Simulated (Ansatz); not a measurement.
# CHF₂N: one molecule under many settings

How do the results and run time of CHF₂N respond when the settings are drawn wide?

Method: the settings change from run to run; program: Ansatz 0.2.0, Gaussian basis.

## 1. The molecule

An earlier PBE0-D4 in a triple-zeta def2 set relaxation fixed the geometry.

SMILES `N=C(F)F`, 5 atoms, charge 0, spin multiplicity 1.

Atoms are counted from 1 here; the program's logs count them from 0.

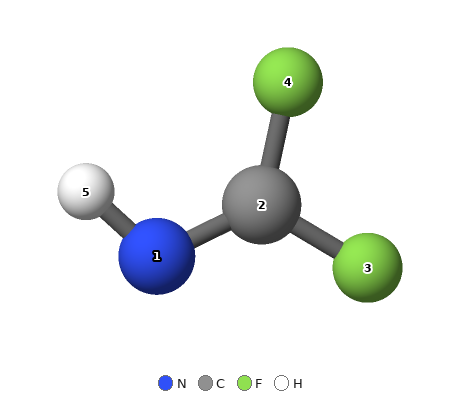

The geometry (nitrogen blue, carbon grey, fluorine green, hydrogen white); atoms are numbered from 1 in the order of the file.

## 2. HSE06/STO-3G

Options: D3(BJ) dispersion.

in.yaml

```yaml
crystal:
  periodic: [false, false, false]
  atoms:
    - {symbol: N, position_ang: [0.122851, 0.962903, 0.094492]}
    - {symbol: C, position_ang: [0.107069, -0.271631, 0.150555]}
    - {symbol: F, position_ang: [0.712126, -0.955930, 1.081528]}
    - {symbol: F, position_ang: [-0.488312, -1.118499, -0.668029]}
    - {symbol: H, position_ang: [-0.403834, 1.309557, -0.699946]}
basis:
  gaussian: {orbitals: STO-3G}
hamiltonian: {xc: {name: HSE06}, dispersion: d3bj}
output: {forces: true}
```

The run is started by

```bash
$ ansatz run in.yaml --threads 2 --pin off --events-out ev --progress --plain --max-ram 4352MiB
```

The program printed, shortened:

```text
Functional definition: HSE06
  name "HSE06"
  cite "Heyd, Scuseria & Ernzerhof, J. Chem. Phys. 118, 8207 (2003) doi:10.1063/1.1564060"
  cite "Krukau, Vydrov, Izmaylov & Scuseria, J. Chem. Phys. 125, 224106 (2006) doi:10.1063/1.2404663"
  cite "Heyd & Scuseria, J. Chem. Phys. 120, 7274 (2004) doi:10.1063/1.1668634"
  cite "Ernzerhof & Perdew, J. Chem. Phys. 109, 3313 (1998) doi:10.1063/1.476928"
  cite "Perdew, Burke & Ernzerhof, Phys. Rev. Lett. 77, 3865 (1996) doi:10.1103/PhysRevLett.77.3865"
  parent pbe
[...]
  # The whole range is PBE's own exchange, as in plane waves. The composition of these papers is wPBEh.
[...]
301 factors; integrals over basis functions are off by at most 2.9e-5 eV
48 factors; integrals over basis functions are off by at most 1.9e-7 eV
[...]
mean field -7857.02334689 eV, -288.7402823165 hartree, gradient 8.4e-6 eV, S^2 0.000000; 0 other end points of the search recorded, 0 dependent functions left out
[...]
reference -7857.02335754 eV, -288.7402827078 hartree; 16, 16 occupied and 5, 5 virtual orbitals, 301 factors
Total energy: -7857.05397545 eV, -288.7414078952 hartree
Atom 0 at     0.122851     0.962903     0.094492 Å, force     1.373799     5.364330     1.670043 eV/Å
Atom 1 at     0.107069    -0.271631     0.150555 Å, force    -0.469581    -2.351811    -0.537683 eV/Å
Atom 2 at     0.712126    -0.955930     1.081528 Å, force     1.854401    -1.620372     2.822772 eV/Å
Atom 3 at    -0.488312    -1.118499    -0.668029 Å, force    -1.615560    -2.039722    -2.237744 eV/Å
Atom 4 at    -0.403834     1.309557    -0.699946 Å, force    -1.143059     0.647574    -1.717388 eV/Å
Dipole moment:    -0.165284    -0.184441    -0.230495 e Å
```

Wall time 0.75 s (2 threads of Arm Neoverse N1, shared host).

Largest force 5.784 eV/Å, dipole 1.63 D.

## 3. BHLYP/def2-SVPD

Changes to in.yaml since step 2:

```diff
@@ -9,4 +9,4 @@
 basis:
-  gaussian: {orbitals: STO-3G}
-hamiltonian: {xc: {name: HSE06}, dispersion: d3bj}
+  gaussian: {orbitals: def2-SVPD}
+hamiltonian: {xc: {name: BHLYP}}
 output: {forces: true}
```

Launched as before.

The program printed, shortened:

```text
Functional definition: BHLYP
  name "BHLYP"
  cite "Becke, J. Chem. Phys. 98, 1372 (1993) doi:10.1063/1.464304"
  cite "Becke, Phys. Rev. A 38, 3098 (1988) doi:10.1103/PhysRevA.38.3098"
  cite "Lee, Yang & Parr, Phys. Rev. B 37, 785 (1988) doi:10.1103/PhysRevB.37.785"
[...]
918 factors; integrals over basis functions are off by at most 9.2e-4 eV
[...]
mean field -7967.26409611 eV, -292.7915551263 hartree, gradient 5.1e-5 eV, S^2 0.000000; 0 other end points of the search recorded, 0 dependent functions left out
[...]
reference -7967.26424789 eV, -292.7915607044 hartree; 16, 16 occupied and 78, 78 virtual orbitals, 918 factors
Total energy: -7967.26424789 eV, -292.7915607044 hartree
Atom 0 at     0.122851     0.962903     0.094492 Å, force    -0.226755    -0.607173    -0.293490 eV/Å
Atom 1 at     0.107069    -0.271631     0.150555 Å, force     0.076690     0.036908     0.109880 eV/Å
Atom 2 at     0.712126    -0.955930     1.081528 Å, force    -0.203751     0.180296    -0.310206 eV/Å
Atom 3 at    -0.488312    -1.118499    -0.668029 Å, force     0.227470     0.398217     0.307997 eV/Å
Atom 4 at    -0.403834     1.309557    -0.699946 Å, force     0.126347    -0.008248     0.185819 eV/Å
Dipole moment:    -0.175839     0.009909    -0.258438 e Å
```

Wall time 2.1 s (2 threads of Arm Neoverse N1, shared host).

Largest force 0.711 eV/Å, dipole 1.50 D.

## 4. r2SCANh/STO-3G

Options: D4 dispersion.

Changes to in.yaml since step 3:

```diff
@@ -9,4 +9,3 @@
 basis:
-  gaussian: {orbitals: def2-SVPD}
-hamiltonian: {xc: {name: BHLYP}}
-output: {forces: true}
+  gaussian: {orbitals: STO-3G}
+hamiltonian: {xc: {name: r2SCANh}, dispersion: d4}
```

The command is unchanged.

The program printed, shortened:

```text
Functional definition: r2SCANh
  name "r2SCANh"
  cite "Bursch, Neugebauer, Ehlert & Grimme, J. Chem. Phys. 156, 134105 (2022) doi:10.1063/5.0086040"
  cite "Furness, Kaplan, Ning, Perdew & Sun, J. Phys. Chem. Lett. 11, 8208 (2020) doi:10.1021/acs.jpclett.0c02405"
  cite "Furness, Kaplan, Ning, Perdew & Sun, J. Phys. Chem. Lett. 11, 9248 (2020) doi:10.1021/acs.jpclett.0c03077"
  parent r2scan
[...]
301 factors; integrals over basis functions are off by at most 2.9e-5 eV
[...]
mean field -7861.64611809 eV, -288.9101660248 hartree, gradient 1.8e-5 eV, S^2 0.000000; 0 other end points of the search recorded, 0 dependent functions left out
reference -7861.64612044 eV, -288.9101661109 hartree; 16, 16 occupied and 5, 5 virtual orbitals, 301 factors
Total energy: -7861.65951665 eV, -288.9106584126 hartree
```

Run time: 1.1 s. Hardware: 2 threads of Arm Neoverse N1, shared host.

## 5. HSE06/def2-mTZVPP

This run has D3(BJ) with three-body dispersion.

Changes to in.yaml since step 4:

```diff
@@ -9,3 +9,4 @@
 basis:
-  gaussian: {orbitals: STO-3G}
-hamiltonian: {xc: {name: r2SCANh}, dispersion: d4}
+  gaussian: {orbitals: def2-mTZVPP}
+hamiltonian: {xc: {name: HSE06}, dispersion: d3bjatm}
+output: {forces: true}
```

Same command.

The program printed, shortened:

```text
Functional definition: HSE06
  name "HSE06"
  cite "Heyd, Scuseria & Ernzerhof, J. Chem. Phys. 118, 8207 (2003) doi:10.1063/1.1564060"
  cite "Krukau, Vydrov, Izmaylov & Scuseria, J. Chem. Phys. 125, 224106 (2006) doi:10.1063/1.2404663"
  cite "Heyd & Scuseria, J. Chem. Phys. 120, 7274 (2004) doi:10.1063/1.1668634"
  cite "Ernzerhof & Perdew, J. Chem. Phys. 109, 3313 (1998) doi:10.1063/1.476928"
  cite "Perdew, Burke & Ernzerhof, Phys. Rev. Lett. 77, 3865 (1996) doi:10.1103/PhysRevLett.77.3865"
  parent pbe
[...]
  # The whole range is PBE's own exchange, as in plane waves. The composition of these papers is wPBEh.
[...]
722 factors; their error is unknown
53 factors; integrals over basis functions are off by at most 6.2e-7 eV
[...]
mean field -7971.33990407 eV, -292.9413383062 hartree, gradient 5.7e-5 eV, S^2 0.000000; 0 other end points of the search recorded, 0 dependent functions left out
[...]
reference -7971.33992228 eV, -292.9413389755 hartree; 16, 16 occupied and 80, 80 virtual orbitals, 722 factors
Total energy: -7971.37053300 eV, -292.9424638988 hartree
Atom 0 at     0.122851     0.962903     0.094492 Å, force     0.023601     0.051279     0.031325 eV/Å
Atom 1 at     0.107069    -0.271631     0.150555 Å, force    -0.018976     0.103881    -0.034655 eV/Å
Atom 2 at     0.712126    -0.955930     1.081528 Å, force     0.079936    -0.071901     0.121883 eV/Å
Atom 3 at    -0.488312    -1.118499    -0.668029 Å, force    -0.068588    -0.087881    -0.094883 eV/Å
Atom 4 at    -0.403834     1.309557    -0.699946 Å, force    -0.015972     0.004623    -0.023670 eV/Å
Dipole moment:    -0.168026    -0.016246    -0.245306 e Å
```

Run time: 1.9 s. Hardware: 2 threads of Arm Neoverse N1, shared host.

Largest force 0.163 eV/Å, dipole 1.43 D.

## 6. PBEsol/x2c-TZVPPall

Options: atoms shaken by 0.03 Å, a grid of angular degree 23, D3(BJ) with three-body dispersion.

in.yaml

```yaml
crystal:
  periodic: [false, false, false]
  atoms:
    - {symbol: N, position_ang: [0.125640, 0.937015, 0.097677]}
    - {symbol: C, position_ang: [0.090994, -0.252014, 0.113381]}
    - {symbol: F, position_ang: [0.692393, -0.939171, 1.072206]}
    - {symbol: F, position_ang: [-0.514217, -1.125168, -0.704614]}
    - {symbol: H, position_ang: [-0.425471, 1.320663, -0.767205]}
basis:
  gaussian: {orbitals: x2c-TZVPPall, final_grid: {core_spheres: 8, valence_spheres: 7, degree: 23}}
hamiltonian: {xc: {name: PBEsol}, dispersion: d3bjatm}
output: {forces: true}
```

Same command.

The program printed, shortened:

```text
Functional definition: PBEsol
  name "PBEsol"
  cite "Perdew et al., Phys. Rev. Lett. 100, 136406 (2008) doi:10.1103/PhysRevLett.100.136406"
  cite "Perdew, Burke & Ernzerhof, Phys. Rev. Lett. 77, 3865 (1996) doi:10.1103/PhysRevLett.77.3865"
  parent pbesol
[...]
706 factors; their error is unknown
[...]
mean field -7952.16355729 eV, -292.2366205605 hartree, gradient 4.6e-5 eV, S^2 0.000000; 0 other end points of the search recorded, 0 dependent functions left out
[...]
reference -7952.16358294 eV, -292.2366215031 hartree; 16, 16 occupied and 122, 122 virtual orbitals, 706 factors
Total energy: -7952.18094418 eV, -292.2372595169 hartree
Relativity: scalar
Atom 0 at     0.125640     0.937015     0.097677 Å, force    -1.308842     5.775590    -2.501513 eV/Å
Atom 1 at     0.090994    -0.252014     0.113381 Å, force     0.025387    -4.907524     0.642835 eV/Å
Atom 2 at     0.692393    -0.939171     1.072206 Å, force    -0.014644    -0.397210    -0.068605 eV/Å
Atom 3 at    -0.514217    -1.125168    -0.704614 Å, force     0.124931     0.165196     0.061473 eV/Å
Atom 4 at    -0.425471     1.320663    -0.767205 Å, force     1.173168    -0.636052     1.865810 eV/Å
Dipole moment:    -0.175479     0.039832    -0.274033 e Å
```

Run time: 1.4 s. Hardware: 2 threads of Arm Neoverse N1, shared host.

Largest force 6.429 eV/Å, dipole 1.57 D.

## 7. RPA/def2-mTZVPP

Set apart from the defaults: coordinates scaled by 1.12, a grid of angular degree 23, correlated electrons set to all, the search for lower states set to off.

in.yaml

```yaml
crystal:
  periodic: [false, false, false]
  atoms:
    - {symbol: N, position_ang: [0.137593, 1.078452, 0.105831]}
    - {symbol: C, position_ang: [0.119917, -0.304227, 0.168622]}
    - {symbol: F, position_ang: [0.797581, -1.070642, 1.211311]}
    - {symbol: F, position_ang: [-0.546909, -1.252719, -0.748193]}
    - {symbol: H, position_ang: [-0.452294, 1.466704, -0.783939]}
basis:
  gaussian: {orbitals: def2-mTZVPP, final_grid: {core_spheres: 8, valence_spheres: 7, degree: 23}}
hamiltonian: {xc: {name: HF}}
correlation: {method: rpa, electrons: all}
scf: {lower_state_search: off}
```

Same command.

The program printed:

```text
Functional definition: HF
  name "HF"
  cite "Fock, Z. Phys. 61, 126 (1930) doi:10.1007/BF01340294"
  parent pbe
  exchange = exact_x
  correlation = 0
these checks for a lower state are left out or cut short: stability, starts, cluster_reference, orbital_swaps, neighbouring_geometries, increment
856 factors; integrals over basis functions are off by at most 1.1e-3 eV
mean field evaluation 1: about -7935.5727 eV, gradient 4.4e1 eV
mean field evaluation 2: about -7935.5747 eV, gradient 4.4e1 eV
mean field evaluation 4: about -7939.5761 eV, gradient 3.9e0 eV
mean field evaluation 8: about -7939.6858 eV, gradient 4.4e-1 eV
mean field -7939.68758214 eV, -291.7781369299 hartree, gradient 2.9e-6 eV, S^2 0.000000; 0 other end points of the search recorded, 0 dependent functions left out
reference -7939.68758214 eV, -291.7781369299 hartree; 16, 16 occupied and 80, 80 virtual orbitals, 856 factors
Total energy: -7965.06688964 eV, -292.7108092779 hartree
Checks for a lower state left out: stability, starts, cluster_reference, orbital_swaps, neighbouring_geometries, increment
```

It took 1.3 s on 2 threads of Arm Neoverse N1, shared host.

## 8. r2SCAN0/def2-TZVPP

Options: multiplicity 3, restricted open-shell orbitals, density fitting with cc-pVTZ-jkfit, D3(BJ) with three-body dispersion.

in.yaml

```yaml
crystal:
  periodic: [false, false, false]
  atoms:
    - {symbol: N, position_ang: [0.122851, 0.962903, 0.094492]}
    - {symbol: C, position_ang: [0.107069, -0.271631, 0.150555]}
    - {symbol: F, position_ang: [0.712126, -0.955930, 1.081528]}
    - {symbol: F, position_ang: [-0.488312, -1.118499, -0.668029]}
    - {symbol: H, position_ang: [-0.403834, 1.309557, -0.699946]}
basis:
  gaussian: {orbitals: def2-TZVPP, fitting: {mean_field: cc-pVTZ-jkfit}}
magnetization: {spin_polarized: false, initial_magnetization: 2}
hamiltonian: {xc: {name: r2SCAN0}, dispersion: d3bjatm}
```

Launched as before.

The program printed, shortened:

```text
Functional definition: r2SCAN0
  name "r2SCAN0"
  cite "Bursch, Neugebauer, Ehlert & Grimme, J. Chem. Phys. 156, 134105 (2022) doi:10.1063/5.0086040"
  cite "Furness, Kaplan, Ning, Perdew & Sun, J. Phys. Chem. Lett. 11, 8208 (2020) doi:10.1021/acs.jpclett.0c02405"
  cite "Furness, Kaplan, Ning, Perdew & Sun, J. Phys. Chem. Lett. 11, 9248 (2020) doi:10.1021/acs.jpclett.0c03077"
  parent r2scan
[...]
346 factors; integrals over basis functions are off by at most 8.2e-1 eV
[...]
mean field -7969.31984258 eV, -292.8671024158 hartree, gradient 1.4e-5 eV, S^2 2.000000; 2 other end points of the search recorded, 0 dependent functions left out
reference -7969.31984868 eV, -292.8671026399 hartree; 17, 15 occupied and 121, 123 virtual orbitals, 346 factors
Total energy: -7969.33503342 eV, -292.8676606688 hartree
```

Run time: 9 s. Hardware: 2 threads of Arm Neoverse N1, shared host.

## 9. SVWN5/x2c-TZVPPall

Set apart from the defaults: charge -1, multiplicity 2, restricted open-shell orbitals, a point charge of -1.00 e beside it, high accuracy, the search for lower states set to off.

Changes to in.yaml since step 8:

```diff
@@ -9,4 +9,7 @@
 basis:
-  gaussian: {orbitals: def2-TZVPP, fitting: {mean_field: cc-pVTZ-jkfit}}
-magnetization: {spin_polarized: false, initial_magnetization: 2}
-hamiltonian: {xc: {name: r2SCAN0}, dispersion: d3bjatm}
+  gaussian: {orbitals: x2c-TZVPPall, point_charges: [{charge: -1.00, position_ang: [3.560, -0.309, -0.261]}]}
+total_charge: -1
+magnetization: {spin_polarized: false, initial_magnetization: 1}
+hamiltonian: {xc: {name: SVWN5}}
+accuracy: high
+scf: {lower_state_search: off}
```

The command is unchanged.

The program printed, shortened:

```text
Functional definition: SVWN5
  name "SVWN5"
  cite "Dirac, Proc. Camb. Phil. Soc. 26, 376 (1930) doi:10.1017/S0305004100016108"
  cite "Slater, Phys. Rev. 81, 385 (1951) doi:10.1103/PhysRev.81.385"
  cite "Vosko, Wilk & Nusair, Can. J. Phys. 58, 1200 (1980) doi:10.1139/p80-159"
[...]
2336 factors; integrals over basis functions are off by at most 3.5e-9 eV
[...]
mean field -7924.62472938 eV, -291.2245873012 hartree, gradient 4.0e-8 eV, S^2 0.750000; 0 other end points of the search recorded, 0 dependent functions left out
reference -7924.62473173 eV, -291.2245873874 hartree; 17, 16 occupied and 121, 122 virtual orbitals, 2336 factors
Total energy: -7924.62473173 eV, -291.2245873874 hartree
Relativity: scalar
Checks for a lower state left out: stability, starts, cluster_reference, orbital_swaps, neighbouring_geometries, increment
```

Run time: 7.5 s. Hardware: 2 threads of Arm Neoverse N1, shared host; peak memory 0.31 GiB.

## 10. wB97/def2-SVPD

Options: charge -1, multiplicity 2, restricted open-shell orbitals, high accuracy.

Changes to in.yaml since step 9:

```diff
@@ -9,7 +9,7 @@
 basis:
-  gaussian: {orbitals: x2c-TZVPPall, point_charges: [{charge: -1.00, position_ang: [3.560, -0.309, -0.261]}]}
+  gaussian: {orbitals: def2-SVPD}
 total_charge: -1
 magnetization: {spin_polarized: false, initial_magnetization: 1}
-hamiltonian: {xc: {name: SVWN5}}
+hamiltonian: {xc: {name: wB97}}
 accuracy: high
-scf: {lower_state_search: off}
+output: {forces: true}
```

Launched as before.

The program printed, shortened:

```text
Functional definition: wB97
  name "wB97"
  cite "Chai & Head-Gordon, J. Chem. Phys. 128, 084106 (2008) doi:10.1063/1.2834918"
  cite "Becke, J. Chem. Phys. 107, 8554 (1997) doi:10.1063/1.475007"
[...]
  # The coefficients of nought are those of the uniform gas.
[...]
      + integral(e_c_pw_opposite_spin*poly(b97_u_opposite, 1, cos1, cos2, cos3, cos4))
1911 factors; integrals over basis functions are off by at most 3.3e-9 eV
525 factors; integrals over basis functions are off by at most 1.8e-9 eV
[...]
mean field -7967.51478992 eV, -292.8007679540 hartree, gradient 8.0e-8 eV, S^2 0.750000; 5 other end points of the search recorded, 0 dependent functions left out
[...]
reference -7967.51479016 eV, -292.8007679629 hartree; 17, 16 occupied and 77, 78 virtual orbitals, 1911 factors
Total energy: -7967.51479016 eV, -292.8007679629 hartree
Atom 0 at     0.122851     0.962903     0.094492 Å, force     0.324439     0.859049     0.420412 eV/Å
Atom 1 at     0.107069    -0.271631     0.150555 Å, force    -0.351648    -0.044530    -0.512377 eV/Å
Atom 2 at     0.712126    -0.955930     1.081528 Å, force     0.607286    -0.442327     0.918641 eV/Å
Atom 3 at    -0.488312    -1.118499    -0.668029 Å, force    -0.367430    -0.281942    -0.520720 eV/Å
Atom 4 at    -0.403834     1.309557    -0.699946 Å, force    -0.212646    -0.090249    -0.305956 eV/Å
Dipole moment:     0.007913     0.165538     0.001004 e Å
```

Wall time 92 s (2 threads of Arm Neoverse N1, shared host); peak memory 0.63 GiB.

Largest force 1.187 eV/Å.

## 11. All runs side by side

| level | charge | multiplicity | geometry | functions | energy (eV) | time |
| --- | --- | --- | --- | --- | --- | --- |
| HSE06/STO-3G | 0 | 1 | relaxed | 21 | -7857.054 | 0.75 s |
| BHLYP/def2-SVPD | 0 | 1 | relaxed | 94 | -7967.264 | 2.1 s |
| r2SCANh/STO-3G | 0 | 1 | relaxed | 21 | -7861.660 | 1.1 s |
| HSE06/def2-mTZVPP | 0 | 1 | relaxed | 96 | -7971.371 | 1.9 s |
| PBEsol/x2c-TZVPPall | 0 | 1 | shaken | 138 | -7952.181 | 1.4 s |
| RPA/def2-mTZVPP | 0 | 1 | scaled | 96 | -7965.067 | 1.3 s |
| r2SCAN0/def2-TZVPP | 0 | 3 | relaxed | 138 | -7969.335 | 9 s |
| SVWN5/x2c-TZVPPall | -1 | 2 | relaxed, point charge | 138 | -7924.625 | 7.5 s |
| wB97/def2-SVPD | -1 | 2 | relaxed | 94 | -7967.515 | 92 s |

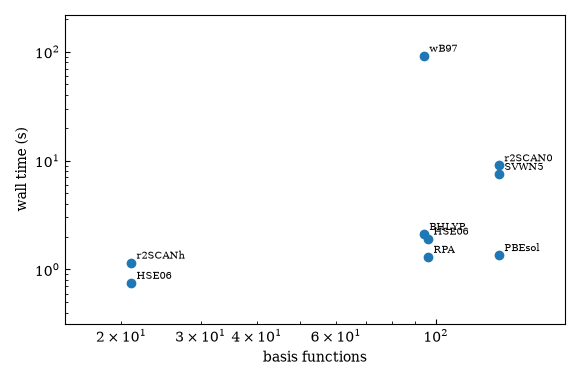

Wall time against the number of basis functions (shared host).

## 12. Results

| quantity | value |
| --- | --- |
| runs | 9 |
| quickest | HSE06/STO-3G, 0.75 s |
| slowest | wB97/def2-SVPD, 92 s |
| spread of total energies, same state and geometry | 114.3 eV |
| dipole, same state and geometry | 1.43 to 1.63 D |

In words: wB97/def2-SVPD took 122 times as long as HSE06/STO-3G. The jobs differ in tasks and options as well as level. The totals spread over 114 eV; they can't be compared across methods or bases. At the PBE0-D4/def2-TZVP geometry and in the same state, runs without warnings or point charges leave forces up to 5.78 eV/Å (HSE06/STO-3G), against 6.4 eV/Å where the atoms were moved. At that geometry and state the dipole changes by 14 % between the lowest and highest value.
